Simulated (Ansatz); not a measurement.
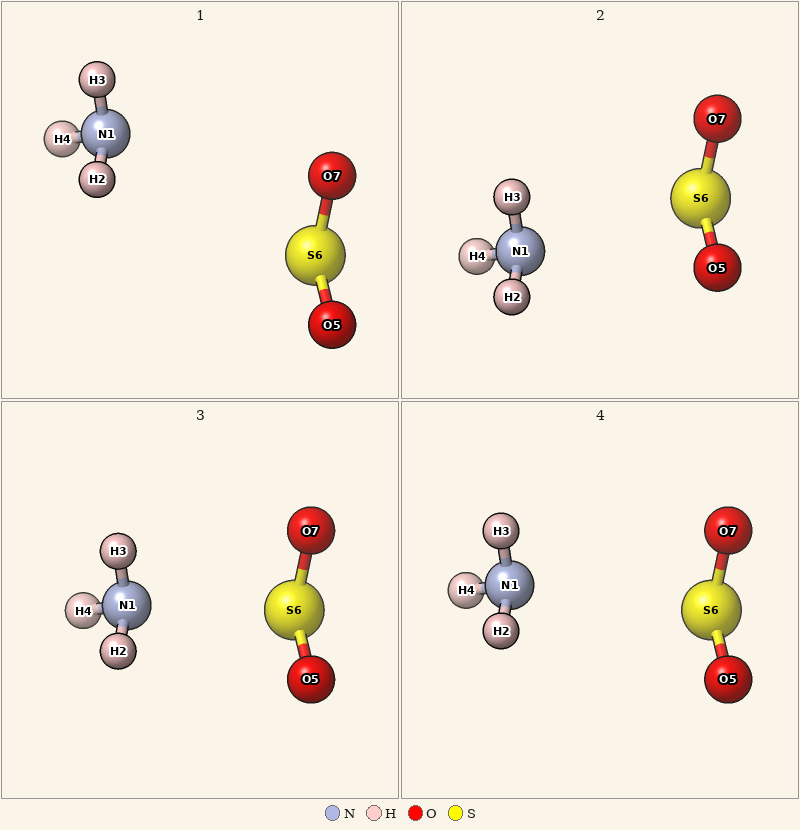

The pair H₃N···O₂S. First axis: separation of N1 and S6 along their line in the relaxed pair. Second axis: sideways slip of O5, S6, O7. Nothing is relaxed (both partners rigid). The grid has 15 × 15 points. Points are written as (first, second). All energies are given in eV relative to the lowest grid point. Level of theory: RHF/def2-SVPD (Ansatz).

The numbered pictures are structures from this grid.

> Rank them by energy, lowest first.

3, at (2.785 Å, 0.000 Å): 0.000 eV; 4, at (3.356 Å, −0.314 Å): 0.069 eV; 2, at (2.997 Å, 0.943 Å): 0.122 eV; 1, at (3.486 Å, −1.886 Å): 0.216 eV.

The map, with the structures marked:

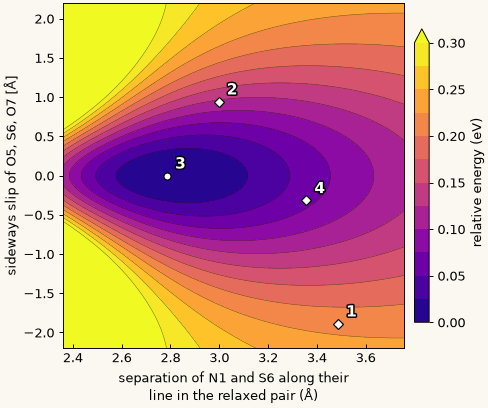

Drawn: filled contours, one colour for all values above the top of the scale. Between grid points the surface is interpolated.
